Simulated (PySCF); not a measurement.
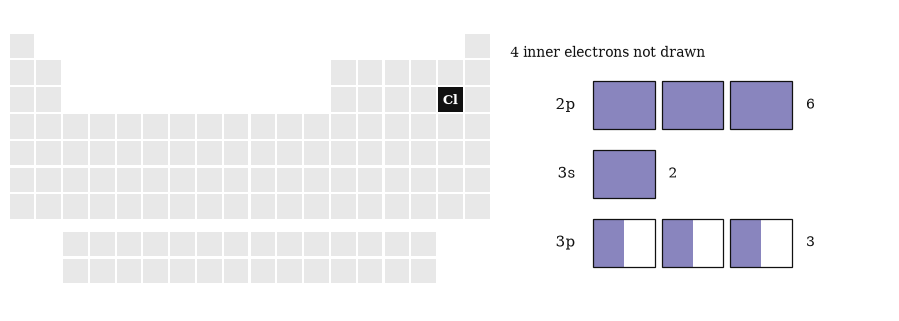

Left, the place of chlorine in the periodic table; right, the outer shells of the nominal configuration: a box for each of the 2l + 1 orbitals, shaded by the share of the shell that is filled, with the electron count at the right.

**Atomic calculation, with input and output: Cl²⁺**

Cl²⁺, configuration 1s2 2s2 2p6 3s2 3p3, multiplicity 4. Computed at this level: unrestricted r2SCAN, aug-cc-pwCVTZ, non-relativistic, point nucleus (PySCF).

Output (extracts):
```
damping factor = 0
level_shift factor = 0
DIIS = <class 'pyscf.scf.diis.CDIIS'>
diis_start_cycle = 1
diis_space = 10
diis_damp = 0
SCF conv_tol = 1e-09
SCF conv_tol_grad = None
number electrons alpha = 9  beta = 6
XC functionals = R2SCAN
    J. W. Furness, A. D. Kaplan, J. Ning, J. P. Perdew, and J. Sun.,  J. Phys. Chem. Lett. 11, 8208-8215 (2020)
    J. W. Furness, A. D. Kaplan, J. Ning, J. P. Perdew, and J. Sun.,  J. Phys. Chem. Lett. 11, 9248-9248 (2020)
    J. W. Furness, A. D. Kaplan, J. Ning, J. P. Perdew, and J. Sun.,  J. Phys. Chem. Lett. 11, 8208-8215 (2020)
    J. W. Furness, A. D. Kaplan, J. Ning, J. P. Perdew, and J. Sun.,  J. Phys. Chem. Lett. 11, 9248-9248 (2020)
cycle= 1 E= -458.773627464832  delta_E= -0.00386  |g|= 0.00577  |ddm|= 0.189
cycle= 2 E= -458.773630154765  delta_E= -2.69e-06  |g|= 0.000475  |ddm|= 0.0138
cycle= 3 E= -458.773630193393  delta_E= -3.86e-08  |g|= 6.31e-05  |ddm|= 0.00163
cycle= 4 E= -458.77363019431  delta_E= -9.17e-10  |g|= 8.05e-06  |ddm|= 0.000194
converged SCF energy = -458.77363019431  <S^2> = 3.7504773  2S+1 = 4.0002386
```

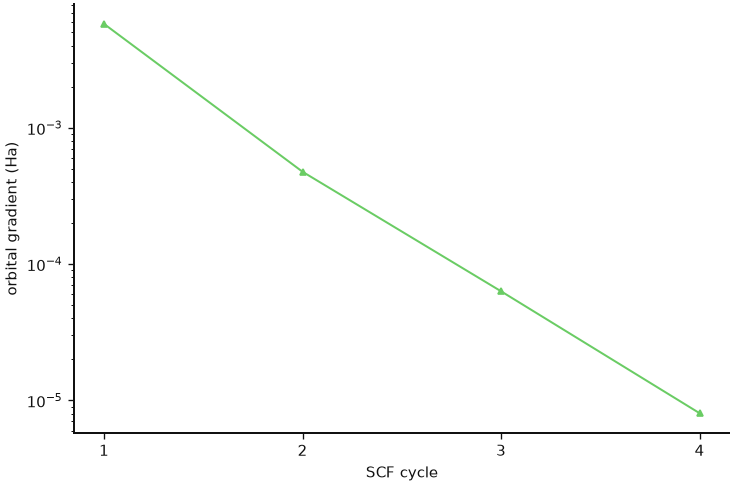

Convergence: orbital gradient against the SCF cycle. The residual falls at every step. It goes from 0.0058 to 8.0×10⁻⁶ in 4 steps.

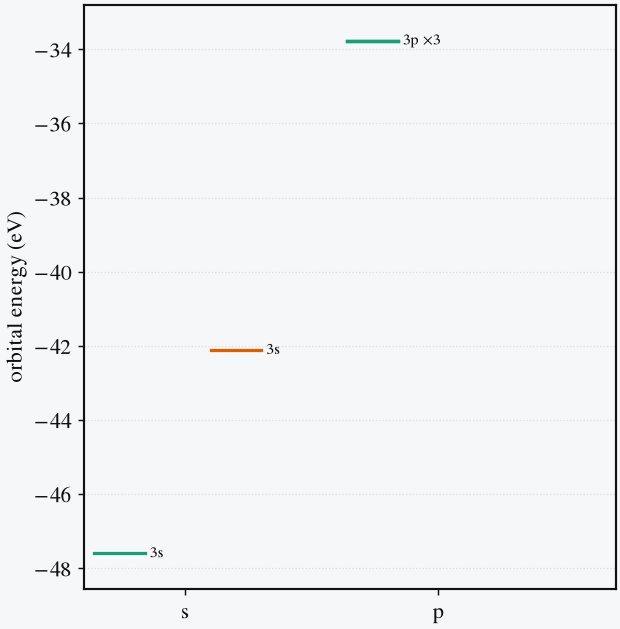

Orbital energies of the mean field, from the top down to −47.6 eV, by angular momentum, α spin at the left of each column and β at the right; ×n counts the orbitals under one label. The highest filled orbital is 3p α at −33.8 eV, the lowest empty one p β at −28.6 eV.

Input:
```python
from pyscf import gto, scf, dft, mp, cc
import basis_set_exchange as bse
mol = gto.M(atom="Cl 0 0 0", charge=2, spin=3, symmetry="D2h",
            basis=gto.basis.parse(bse.get_basis("aug-cc-pwCVTZ", elements=["Cl"], fmt="nwchem")))
mf = dft.UKS(mol, xc="R2SCAN")
mf.irrep_nelec = {'Ag': (3, 3), 'B1u': (2, 1), 'B2u': (2, 1), 'B3u': (2, 1)}
mf.kernel()
```

The script is an equivalent of what the driver set up; the driver started from orbitals of its own, so the log can be shorter than this script's would be, and it computed the properties (radii, ⟨L²⟩, response) afterwards. It held the occupations shell by shell, which the script's counts by irreducible representation don't always enforce.

Results in brief:

- outcome: converged
- total energy: −458.773630 hartree
- kinetic energy: 458.046814 hartree
- ⟨S²⟩: 3.750
- SCF iterations: 4
- hardware: 1 CPU thread, shared host
- CPU time: 1 s (integrals apart)
